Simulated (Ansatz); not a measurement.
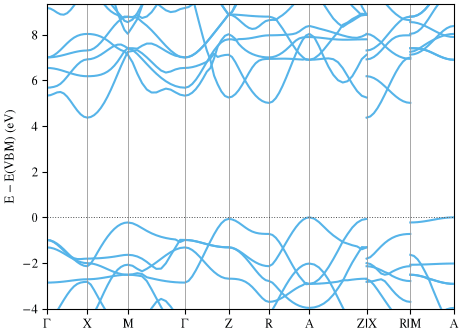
*Band structure from plane-wave PAW r²SCAN (Ansatz code)*

Problem. Read off the gap and where the band edges lie.

Solution. About 4.4 eV (4.37 eV by a search for the band edges); maximum at A, minimum at X.

Problem. Which of these materials gives this?
A) SiO2, P4_2/nmc (Si on 2a, O on 4d)
B) CaO, P4/nmm (Ca on 2c, O on 2a)
C) CaAlHO2, P4/mmm (Ca on 1d, Al on 1a, O on 2f, H on 1b)
D) SiO2, P4_32_12 (Si on 4a, O on 8b)

Solution. C, CaAlHO2, P4/mmm (Ca on 1d, Al on 1a, O on 2f, H on 1b)

The start of the workflow was typed in or built on a structure type; neither database checked (COD, Materials Project) lists it. Its standing as an ambient phase is unchecked. Symmetry was held in the r²SCAN relaxation; whether a distortion lowers the energy is not shown.

Potentials: the earlier of the program's two PAW sets.
